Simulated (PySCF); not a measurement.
**[InH2]+: one geometry, many levels of theory and rigid scans**

How much do the numbers for [InH2]+ (singlet) hang on the method? All levels run at one geometry, the PBE0 minimum. Rigid scans about the minimum follow.

Method: several methods, basis In def2-TZVP with ECP28, H def2-TZVP, scalar-relativistic core potentials, no spin–orbit coupling, density fitting; program: PySCF 2.14.0.

**1. Where the work starts**

3 atoms, charge 1, spin multiplicity 1.

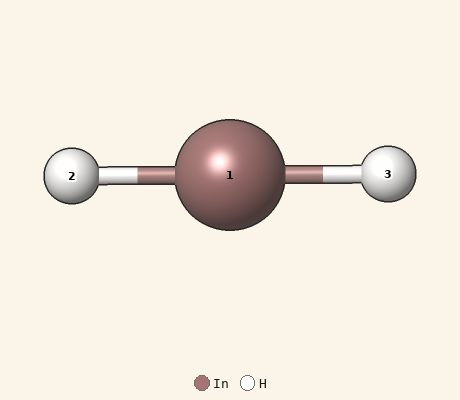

Start geometry, drawn with indium brown, hydrogen white; atoms are numbered from 1 in the order of the file.

```xyz
3
charge 1 multiplicity 1
In    0.0000    0.0000    0.0000
H     0.0000    0.0000    1.6655
H     0.0000    0.0000   -1.6655
```

**2. PBE0**

The steps are one call of a driver around PySCF; scf.py gives each level's set-up. Each SCF starts from the density of the minimum. The driver also runs the species with one electron less or more at the same geometry (one less: multiplicity 2, one more: multiplicity 2); their logs are not shown.

scf.py

```python
from pyscf import gto, scf, dft
mol = gto.M(atom='''
In     0.000000     0.000000     0.000000
H      0.000000     0.000000     1.665527
H     -0.000000    -0.000000    -1.665527''',
    basis={'In': 'def2-TZVP', 'H': 'def2-TZVP'},
    ecp={'In': 'def2-TZVP'},
    charge=1, spin=0)
mf = dft.RKS(mol, xc='PBE0')
mf.grids.atom_grid = (99, 590)
aux = {'In': 'def2-universal-JKFIT', 'H': 'def2-universal-JKFIT'}
mf = mf.density_fit(auxbasis=aux)
mf.kernel()
```

Log:

```text
init E= -191.026864055213
  HOMO = -0.577905288391314  LUMO = -0.28804456231983  gap/eV = 7.88751
cycle= 1 E= -191.026864055224  delta_E= -1.07e-11  |g|= 6.88e-07  |ddm|= 4.27e-05
  HOMO = -0.577905010997958  LUMO = -0.288044596046984  gap/eV = 7.88750
Extra cycle  E= -191.026864055225  delta_E= -8.53e-13  |g|= 5.82e-07  |ddm|= 3.13e-06
converged SCF energy = -191.026864055225
```

This level, with the species of one electron less or more, needed 4.1 s of wall time on 4 threads, shared host.

| Quantity | Value |
| --- | --- |
| energy | -191.026864 Eh |
| one electron less (charge +2) | -190.349498 Eh (doublet, ⟨S²⟩ 0.78) |
| one electron more (charge +0) | -191.243440 Eh (doublet, ⟨S²⟩ 0.76) |
| Mulliken charge of In1 | +0.75 e |

**3. CCSD(T)**

scf.py, as its differences from that of step 2:

```diff
@@ -9,2 +9 @@
-mf = dft.RKS(mol, xc='PBE0')
-mf.grids.atom_grid = (99, 590)
+mf = scf.RHF(mol)
@@ -13,0 +13,3 @@
+from pyscf import cc
+mycc = cc.CCSD(mf, frozen=4).run()
+mycc.ccsd_t()
```

Log:

```text
init E= -190.086895227884
  HOMO = -0.676766755466555  LUMO = -0.181319913574805  gap/eV = 13.48180
cycle= 1 E= -190.096990475119  delta_E= -0.0101  |g|= 0.0491  |ddm|= 0.751
  HOMO = -0.678433882538283  LUMO = -0.183082437369513  gap/eV = 13.47920
cycle= 2 E= -190.097825094719  delta_E= -0.000835  |g|= 0.0145  |ddm|= 0.23
  HOMO = -0.680450075908344  LUMO = -0.184961091983016  gap/eV = 13.48294
cycle= 3 E= -190.097908917227  delta_E= -8.38e-05  |g|= 0.00591  |ddm|= 0.0362
  HOMO = -0.680756037913734  LUMO = -0.185163432364809  gap/eV = 13.48576
cycle= 4 E= -190.09792022012  delta_E= -1.13e-05  |g|= 0.000391  |ddm|= 0.0272
  HOMO = -0.680806366945662  LUMO = -0.185183813993098  gap/eV = 13.48658
cycle= 5 E= -190.097920321284  delta_E= -1.01e-07  |g|= 4.35e-05  |ddm|= 0.00149
  HOMO = -0.680804987382007  LUMO = -0.185181854485185  gap/eV = 13.48659
cycle= 6 E= -190.097920322198  delta_E= -9.14e-10  |g|= 5.34e-06  |ddm|= 8.87e-05
  HOMO = -0.680804340304786  LUMO = -0.185181651430047  gap/eV = 13.48658
Extra cycle  E= -190.097920322206  delta_E= -8.33e-12  |g|= 1.72e-06  |ddm|= 1.07e-05
converged SCF energy = -190.097920322206
CCSD nocc = 7, nmo = 58
Init t2, MP2 energy = -190.357436515331  E_corr(MP2) -0.25951619312457
RCCSD converged
E(RCCSD) = -190.3661182159778  E_corr = -0.2681978937716066
RCCSD(T) correction = -0.00602759318389093
```

This level, with the species of one electron less or more, took 49 s.

```
energy                                                              : -190.372146 Eh
one electron less (charge +2)                                       : -189.693503 Eh (doublet, ⟨S²⟩ 0.88)
one electron more (charge +0)                                       : -190.585143 Eh (doublet, ⟨S²⟩ 0.77)
MP2 correlation in its own fitting basis (same spin, opposite spin) : -0.25974 Eh (-0.08221, -0.17753)
CCSD, (T)                                                           : -0.26820, -0.00603 Eh; T1 0.016, D1 0.055
```

**4. HF**

scf.py, as its differences from that of step 3:

```diff
@@ -13,3 +12,0 @@
-from pyscf import cc
-mycc = cc.CCSD(mf, frozen=4).run()
-mycc.ccsd_t()
```

The SCF cycles repeat those of step 3.

This level, with the species of one electron less or more, took 0.6 s.

| Item | Value |
| --- | --- |
| energy | -190.097920 Eh |
| one electron less (charge +2) | -189.452212 Eh (doublet, ⟨S²⟩ 0.88) |
| one electron more (charge +0) | -190.293465 Eh (doublet, ⟨S²⟩ 0.77) |
| Mulliken charge of In1 | +0.81 e |

**5. PBE**

scf.py, as its differences from that of step 4:

```diff
@@ -9 +9,2 @@
-mf = scf.RHF(mol)
+mf = dft.RKS(mol, xc='PBE')
+mf.grids.atom_grid = (99, 590)
```

Log:

```text
init E= -191.024535654605
  HOMO = -0.533028044603462  LUMO = -0.319126704801168  gap/eV = 5.82055
cycle= 1 E= -191.025914680855  delta_E= -0.00138  |g|= 0.0358  |ddm|= 0.37
  HOMO = -0.537644271512307  LUMO = -0.320439558316504  gap/eV = 5.91044
cycle= 2 E= -191.025924054602  delta_E= -9.37e-06  |g|= 0.0358  |ddm|= 0.0913
  HOMO = -0.535921058730864  LUMO = -0.319047791758733  gap/eV = 5.90142
cycle= 3 E= -191.026104510573  delta_E= -0.00018  |g|= 0.00237  |ddm|= 0.0529
  HOMO = -0.535543859993861  LUMO = -0.319237801847591  gap/eV = 5.88599
cycle= 4 E= -191.026106663336  delta_E= -2.15e-06  |g|= 0.000126  |ddm|= 0.00751
  HOMO = -0.535567819923664  LUMO = -0.319235077733469  gap/eV = 5.88671
cycle= 5 E= -191.026106669685  delta_E= -6.35e-09  |g|= 3.54e-06  |ddm|= 0.000356
  HOMO = -0.53556876269962  LUMO = -0.319235291600111  gap/eV = 5.88673
cycle= 6 E= -191.026106669689  delta_E= -4.43e-12  |g|= 3.29e-07  |ddm|= 9.19e-06
  HOMO = -0.535568625936859  LUMO = -0.319235136385629  gap/eV = 5.88673
Extra cycle  E= -191.026106669689  delta_E= 3.69e-13  |g|= 3.74e-07  |ddm|= 1.93e-06
converged SCF energy = -191.026106669689
```

This level, with the species of one electron less or more, took 9.4 s.

- energy: -191.026107 Eh
- one electron less (charge +2): -190.350749 Eh (doublet, ⟨S²⟩ 0.77)
- one electron more (charge +0): -191.242929 Eh (doublet, ⟨S²⟩ 0.75)
- Mulliken charge of In1: +0.77 e

**6. r2SCAN**

scf.py, as its differences from that of step 5:

```diff
@@ -9 +9 @@
-mf = dft.RKS(mol, xc='PBE')
+mf = dft.RKS(mol, xc='R2SCAN')
```

Log:

```text
init E= -191.095755807288
  HOMO = -0.547215130781606  LUMO = -0.305990188679365  gap/eV = 6.56407
cycle= 1 E= -191.09629875572  delta_E= -0.000543  |g|= 0.0062  |ddm|= 0.268
  HOMO = -0.546405282930985  LUMO = -0.304467170212741  gap/eV = 6.58347
cycle= 2 E= -191.096298762007  delta_E= -6.29e-09  |g|= 0.00638  |ddm|= 0.0179
  HOMO = -0.546425381398699  LUMO = -0.304766950704586  gap/eV = 6.57586
cycle= 3 E= -191.096305168884  delta_E= -6.41e-06  |g|= 0.000182  |ddm|= 0.0112
  HOMO = -0.546364130288322  LUMO = -0.304715737149502  gap/eV = 6.57559
cycle= 4 E= -191.096305176555  delta_E= -7.67e-09  |g|= 1.85e-05  |ddm|= 0.000461
  HOMO = -0.546366550588577  LUMO = -0.304715188246592  gap/eV = 6.57567
cycle= 5 E= -191.09630517666  delta_E= -1.05e-10  |g|= 2.98e-06  |ddm|= 8.17e-05
  HOMO = -0.546364985404557  LUMO = -0.304715096163871  gap/eV = 6.57563
Extra cycle  E= -191.096305176663  delta_E= -2.96e-12  |g|= 1.66e-06  |ddm|= 1.37e-05
converged SCF energy = -191.096305176663
```

This level, with the species of one electron less or more, needed 17 s of wall time on 4 threads, shared host.

- energy: -191.096305 Eh
- one electron less (charge +2): -190.419269 Eh (doublet, ⟨S²⟩ 0.78)
- one electron more (charge +0): -191.316843 Eh (doublet, ⟨S²⟩ 0.76)
- Mulliken charge of In1: +0.76 e

**7. B3LYP**

scf.py, as its differences from that of step 6:

```diff
@@ -9 +9 @@
-mf = dft.RKS(mol, xc='R2SCAN')
+mf = dft.RKS(mol, xc='B3LYP')
```

Log:

```text
init E= -191.100061955398
  HOMO = -0.570904165535677  LUMO = -0.300701250737505  gap/eV = 7.35260
cycle= 1 E= -191.100522826186  delta_E= -0.000461  |g|= 0.013  |ddm|= 0.209
  HOMO = -0.572686945304245  LUMO = -0.302470065010795  gap/eV = 7.35298
cycle= 2 E= -191.100527375966  delta_E= -4.55e-06  |g|= 0.0122  |ddm|= 0.0471
  HOMO = -0.572308064420579  LUMO = -0.30182850214857  gap/eV = 7.36012
cycle= 3 E= -191.100549571632  delta_E= -2.22e-05  |g|= 0.000183  |ddm|= 0.0191
  HOMO = -0.572210893960023  LUMO = -0.301799494841111  gap/eV = 7.35827
cycle= 4 E= -191.100549583379  delta_E= -1.17e-08  |g|= 3.75e-05  |ddm|= 0.000739
  HOMO = -0.57222835222196  LUMO = -0.301801807364053  gap/eV = 7.35868
cycle= 5 E= -191.100549583844  delta_E= -4.65e-10  |g|= 7.94e-06  |ddm|= 9.46e-05
  HOMO = -0.57222732284049  LUMO = -0.301803827762378  gap/eV = 7.35860
Extra cycle  E= -191.100549583856  delta_E= -1.19e-11  |g|= 7.58e-06  |ddm|= 3.99e-05
converged SCF energy = -191.100549583856
```

This level, with the species of one electron less or more, took 8.8 s.

```
energy                        : -191.100550 Eh
one electron less (charge +2) : -190.419481 Eh (doublet, ⟨S²⟩ 0.78)
one electron more (charge +0) : -191.318583 Eh (doublet, ⟨S²⟩ 0.75)
Mulliken charge of In1        : +0.80 e
```

**8. TPSSh**

scf.py, as its differences from that of step 7:

```diff
@@ -9 +9 @@
-mf = dft.RKS(mol, xc='B3LYP')
+mf = dft.RKS(mol, xc='TPSSH')
```

Log:

```text
init E= -190.964538608527
  HOMO = -0.560306170757767  LUMO = -0.298848228015334  gap/eV = 7.11463
cycle= 1 E= -190.964825602967  delta_E= -0.000287  |g|= 0.0288  |ddm|= 0.0921
  HOMO = -0.558293997422187  LUMO = -0.301152867121034  gap/eV = 6.99717
cycle= 2 E= -190.964826331456  delta_E= -7.28e-07  |g|= 0.03  |ddm|= 0.11
  HOMO = -0.558168795056388  LUMO = -0.299601156681652  gap/eV = 7.03598
cycle= 3 E= -190.964972461291  delta_E= -0.000146  |g|= 0.000541  |ddm|= 0.0506
  HOMO = -0.558339696813626  LUMO = -0.299564118777435  gap/eV = 7.04164
cycle= 4 E= -190.96497260211  delta_E= -1.41e-07  |g|= 6.93e-05  |ddm|= 0.0017
  HOMO = -0.558332469578581  LUMO = -0.299569066408916  gap/eV = 7.04131
cycle= 5 E= -190.964972603386  delta_E= -1.28e-09  |g|= 2.97e-06  |ddm|= 0.000251
  HOMO = -0.558331398279856  LUMO = -0.299568502002114  gap/eV = 7.04130
cycle= 6 E= -190.964972603387  delta_E= -1.85e-12  |g|= 1.37e-07  |ddm|= 9.18e-06
  HOMO = -0.558331460566178  LUMO = -0.299568566857093  gap/eV = 7.04130
Extra cycle  E= -190.964972603389  delta_E= -1.08e-12  |g|= 1.42e-07  |ddm|= 6.05e-07
converged SCF energy = -190.964972603389
```

This level, with the species of one electron less or more, took 14 s.

| Quantity | Value |
| --- | --- |
| energy | -190.964973 Eh |
| one electron less (charge +2) | -190.289398 Eh (doublet, ⟨S²⟩ 0.79) |
| one electron more (charge +0) | -191.179375 Eh (doublet, ⟨S²⟩ 0.75) |
| Mulliken charge of In1 | +0.76 e |

**9. BHandHLYP**

scf.py, as its differences from that of step 8:

```diff
@@ -9 +9 @@
-mf = dft.RKS(mol, xc='TPSSH')
+mf = dft.RKS(mol, xc='BHANDHLYP')
```

Log:

```text
init E= -190.950326977265
  HOMO = -0.618032788349157  LUMO = -0.261117077722769  gap/eV = 9.71217
cycle= 1 E= -190.951334667493  delta_E= -0.00101  |g|= 0.0194  |ddm|= 0.215
  HOMO = -0.617697691331549  LUMO = -0.26205570058109  gap/eV = 9.67751
cycle= 2 E= -190.951374002838  delta_E= -3.93e-05  |g|= 0.0112  |ddm|= 0.0733
  HOMO = -0.61835907224203  LUMO = -0.262756316525045  gap/eV = 9.67644
cycle= 3 E= -190.951391729677  delta_E= -1.77e-05  |g|= 0.00132  |ddm|= 0.0159
  HOMO = -0.618486833850424  LUMO = -0.262749906177278  gap/eV = 9.68009
cycle= 4 E= -190.951392098513  delta_E= -3.69e-07  |g|= 8.46e-05  |ddm|= 0.00493
  HOMO = -0.618474401297824  LUMO = -0.262764568640577  gap/eV = 9.67936
cycle= 5 E= -190.951392101287  delta_E= -2.77e-09  |g|= 6.2e-06  |ddm|= 0.000214
  HOMO = -0.618475757812642  LUMO = -0.262763646730448  gap/eV = 9.67942
cycle= 6 E= -190.951392101311  delta_E= -2.39e-11  |g|= 4.62e-07  |ddm|= 3.42e-05
  HOMO = -0.618475657186293  LUMO = -0.262763578519382  gap/eV = 9.67942
Extra cycle  E= -190.951392101311  delta_E= -8.53e-14  |g|= 2.06e-07  |ddm|= 9.61e-07
converged SCF energy = -190.951392101311
```

This level, with the species of one electron less or more, took 8.7 s.

```
energy                        : -190.951392 Eh
one electron less (charge +2) : -190.274462 Eh (doublet, ⟨S²⟩ 0.80)
one electron more (charge +0) : -191.163833 Eh (doublet, ⟨S²⟩ 0.76)
Mulliken charge of In1        : +0.80 e
```

**10. CAM-B3LYP**

scf.py, as its differences from that of step 9:

```diff
@@ -9 +9 @@
-mf = dft.RKS(mol, xc='BHANDHLYP')
+mf = dft.RKS(mol, xc='CAMB3LYP')
```

Log:

```text
init E= -191.00369256141
  HOMO = -0.626164643232122  LUMO = -0.256361349361973  gap/eV = 10.06286
cycle= 1 E= -191.004038550573  delta_E= -0.000346  |g|= 0.0138  |ddm|= 0.164
  HOMO = -0.628704538585541  LUMO = -0.258280675450519  gap/eV = 10.07975
cycle= 2 E= -191.004053382802  delta_E= -1.48e-05  |g|= 0.0103  |ddm|= 0.0381
  HOMO = -0.628435666616905  LUMO = -0.257803484630564  gap/eV = 10.08542
cycle= 3 E= -191.004067896727  delta_E= -1.45e-05  |g|= 0.000375  |ddm|= 0.0164
  HOMO = -0.628488339755234  LUMO = -0.257852951214955  gap/eV = 10.08550
cycle= 4 E= -191.00406796648  delta_E= -6.98e-08  |g|= 3.05e-05  |ddm|= 0.00106
  HOMO = -0.628498458721519  LUMO = -0.257853059477251  gap/eV = 10.08578
cycle= 5 E= -191.004067967305  delta_E= -8.25e-10  |g|= 3.94e-06  |ddm|= 0.000183
  HOMO = -0.628496790592209  LUMO = -0.257853492867967  gap/eV = 10.08572
Extra cycle  E= -191.004067967312  delta_E= -6.71e-12  |g|= 1.53e-06  |ddm|= 1.21e-05
converged SCF energy = -191.004067967312
```

This level, with the species of one electron less or more, needed 9.4 s of wall time on 4 threads, shared host.

```
energy                        : -191.004068 Eh
one electron less (charge +2) : -190.320945 Eh (doublet, ⟨S²⟩ 0.79)
one electron more (charge +0) : -191.221992 Eh (doublet, ⟨S²⟩ 0.75)
Mulliken charge of In1        : +0.77 e
```

**11. Comparison of the levels**

| level | vertical ionisation energy (eV) | vertical electron affinity (eV) | −ε(HOMO) (eV) | gap (eV) | wall time |
| --- | --- | --- | --- | --- | --- |
| PBE0 | 18.43 | 5.89 | 15.73 | 7.89 | 4.1 s |
| CCSD(T) | 18.47 | 5.80 | – | – | 49 s |
| HF | 17.57 | 5.32 | 18.53 | 13.49 | 0.6 s |
| PBE | 18.38 | 5.90 | 14.57 | 5.89 | 9.4 s |
| r2SCAN | 18.42 | 6.00 | 14.87 | 6.58 | 17 s |
| B3LYP | 18.53 | 5.93 | 15.57 | 7.36 | 8.8 s |
| TPSSh | 18.38 | 5.83 | 15.19 | 7.04 | 14 s |
| BHandHLYP | 18.42 | 5.78 | 16.83 | 9.68 | 8.7 s |
| CAM-B3LYP | 18.59 | 5.93 | 17.10 | 10.09 | 9.4 s |

Times are for 4 threads, shared host; PBE0 starts from its own converged density, so its time is not comparable. A dash stands where a species or a free atom was not run at that level, or the quantity is not defined.

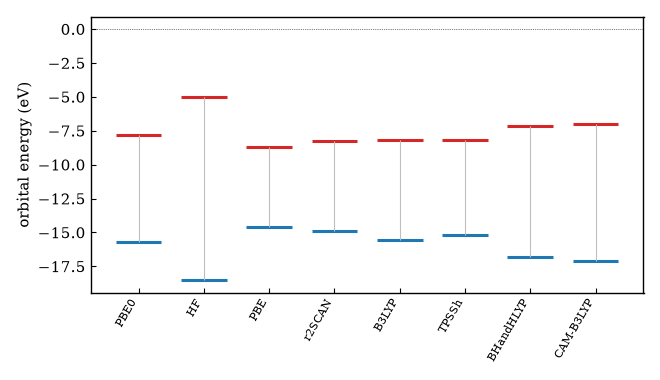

Highest occupied (blue) and lowest empty (red) levels by method.

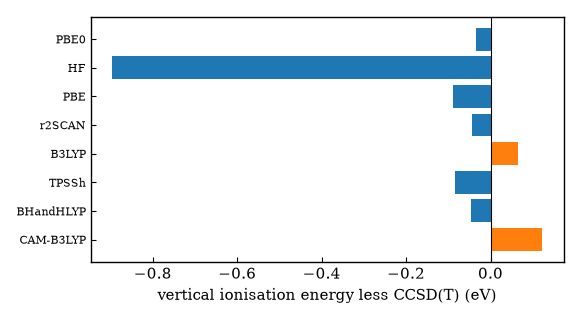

Deviation of the vertical ionisation energy from CCSD(T).

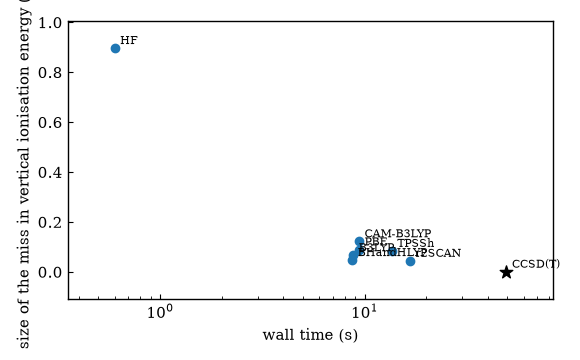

Cost against accuracy: time of each level and its distance from CCSD(T) in the vertical ionisation energy.

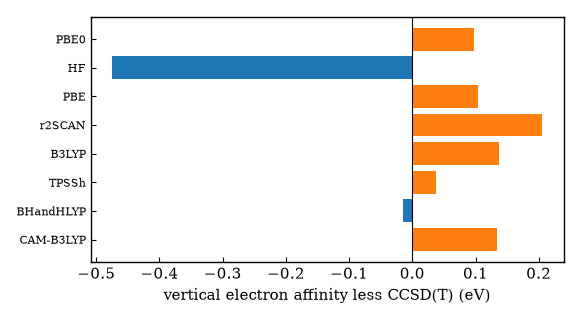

Deviation of the vertical electron affinity from CCSD(T).

**12. Breathing scan**

A rigid scan with PBE0: all bonds to the central atom are scaled together. Each point starts from its neighbour's orbitals, and energies count from the minimum. Dipoles of the ion refer to the centre of mass.

```csv
scale of all bonds to the centre,energy (kJ/mol)
0.88,74.8
0.92,30.0
0.96,6.8
1.00,0.0
1.04,5.6
1.08,20.4
1.14,54.6
1.22,113.4
1.35,219.8
```

The scan took 8 s.

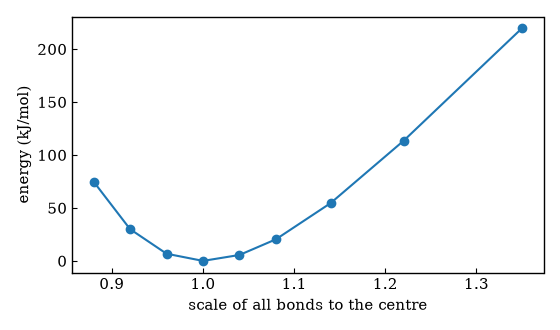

Energy along the scan.

**13. Stretching one bond**

A rigid scan with PBE0: the bond from In to the last atom (H) is scaled and the rest held.

| scale of one bond | energy (kJ/mol) | dipole size (D) |
| --- | --- | --- |
| 0.92 | 15.3 | 0.05 |
| 0.96 | 3.5 | 0.02 |
| 1.00 | 0.0 | 0.00 |
| 1.05 | 4.4 | 0.02 |
| 1.12 | 22.1 | 0.03 |
| 1.20 | 52.1 | 0.01 |
| 1.35 | 120.4 | 0.10 |
| 1.55 | 211.3 | 0.41 |
| 1.80 | 304.7 | 0.97 |
| 2.20 | 400.0 | 2.15 |

The scan took 10 s.

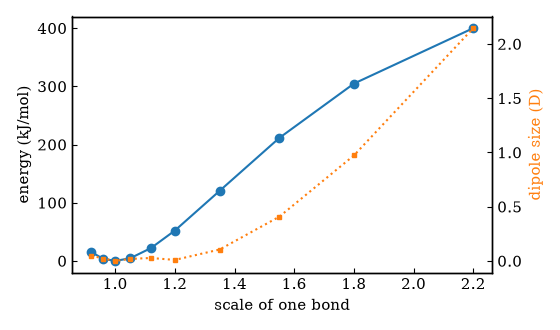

Energy (circles) and dipole moment (squares) along the scan.

A restricted determinant lies too high at long bonds, where the pair should uncouple.

**14. Bending curve**

A rigid scan with PBE0: the H–In–H angle changes, with bonds held.

```csv
bond angle (°),energy (kJ/mol),dipole size (D)
80,283.1,2.07
90,225.3,1.88
100,177.8,1.67
110,137.6,1.46
120,102.9,1.24
130,73.1,1.02
140,47.9,0.80
150,27.5,0.59
160,12.4,0.38
170,3.1,0.19
180,0.0,0.00
```

The scan needed 10 s of wall time on 4 threads, shared host.

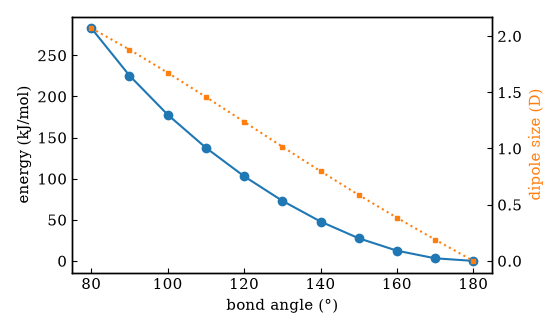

Energy (circles) and dipole moment (squares) along the scan.

**15. Bend–stretch map**

A rigid scan with PBE0: rows scale both bonds, columns set the H–In–H angle.

Energy (kJ/mol):

| scale \ angle | 90 | 105 | 120 | 135 | 150 | 165 | 180 |
| --- | --- | --- | --- | --- | --- | --- | --- |
| 0.94 | 265.0 | 191.4 | 132.2 | 84.2 | 47.6 | 24.1 | 16.0 |
| 0.97 | 240.6 | 169.6 | 113.1 | 67.6 | 33.1 | 11.3 | 3.7 |
| 1.00 | 225.3 | 156.9 | 102.9 | 59.9 | 27.5 | 7.0 | 0.0 |
| 1.03 | 217.5 | 151.7 | 100.2 | 59.4 | 29.0 | 9.8 | 3.2 |
| 1.06 | 215.8 | 152.6 | 103.4 | 64.8 | 36.1 | 18.2 | 12.0 |
| 1.10 | 221.0 | 161.1 | 115.0 | 79.1 | 52.6 | 36.1 | 30.4 |

The map took 49 s.

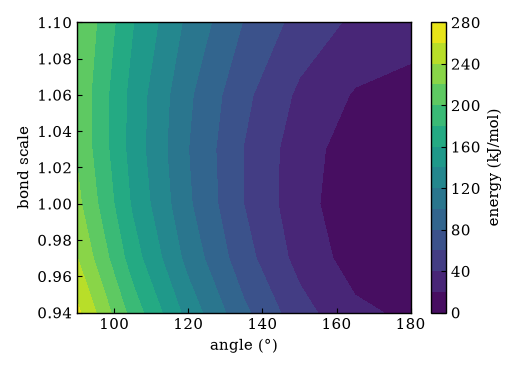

The map as contours.

Best bond scale on the grid: 1.06 at 90°, 1.03 at 105°, 1.03 at 120°, 1.03 at 135°, 1.00 at 150°, 1.00 at 165°, 1.00 at 180°.

**16. Map over both bonds**

A rigid scan with PBE0: rows scale the first bond (In–H), columns the second (In–H).

Energy (kJ/mol):

```csv
scale \ scale,0.94,0.97,1.00,1.04,1.09,1.15
0.94,16.0,9.9,8.2,11.4,22.1,41.8
0.97,9.9,3.7,1.9,5.0,15.5,35.0
1.00,8.2,1.9,0.0,2.9,13.2,32.4
1.04,11.4,5.0,2.9,5.6,15.6,34.4
1.09,22.1,15.5,13.2,15.6,25.2,43.6
1.15,41.8,35.0,32.4,34.4,43.6,61.3
```

The map took 42 s.

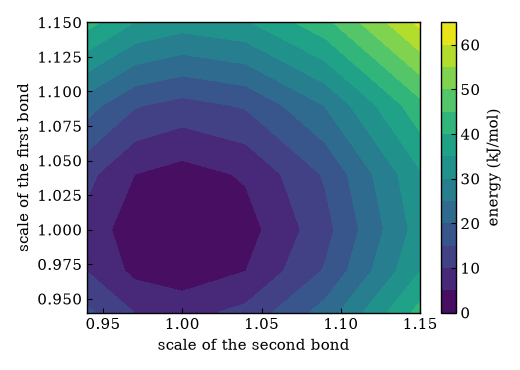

The map as contours.

**17. What came out**

```
                                    quantity                        value
         vertical ionisation energy, CCSD(T)                     18.47 eV
         vertical electron affinity, CCSD(T)                      5.80 eV
                          orbital gap, range  5.89 (PBE) to 13.49 (HF) eV
                                      T1, D1                 0.016, 0.055
T1, D1 of the species with one electron less                 0.025, 0.106
T1, D1 of the species with one electron more                 0.018, 0.080
                        all bonds 4 % longer                   5.6 kJ/mol
                        one bond 20 % longer                  52.1 kJ/mol
```

In words: For the vertical ionisation energy, PBE0 comes nearest to CCSD(T) (-0.03 eV) and HF is farthest (-0.90 eV). CCSD(T) took 49 s, about 3 times as long as r2SCAN (17 s), which misses it by 0.04 eV. For the vertical electron affinity, BHandHLYP comes nearest to CCSD(T) (-0.02 eV) and HF is farthest (-0.47 eV). PBE's −ε(HOMO), 14.6 eV, falls 3.9 eV short of the ionisation energy, while its energy difference gives 18.4 eV. Shortening all bonds by 4 % costs 6.8 kJ/mol and lengthening them 5.6: the wall is steeper on the short side.
